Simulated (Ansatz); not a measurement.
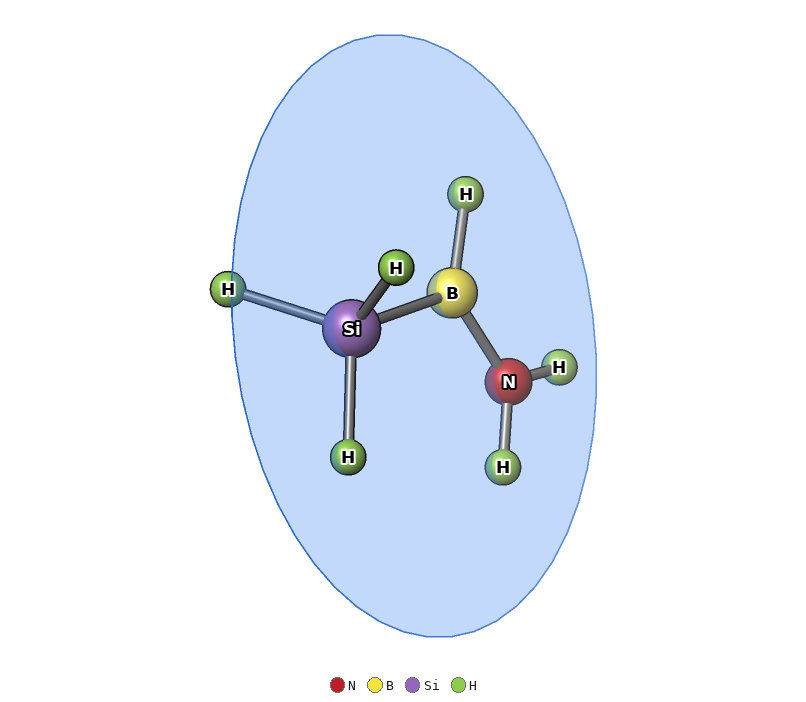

All proper rotation axes (lines) and mirror planes (discs) of the structure are drawn in. Atoms fade into the background with distance from the viewer. Computed geometry: PBE0-D4/def2-TZVP optimisation. No frequency run is at hand to confirm it as a minimum.

**Name the symmetry elements and the point group.**

It has 1 mirror plane. Point group Cs. The group has 2 operations. The geometry is achiral, and symmetry allows a dipole moment.
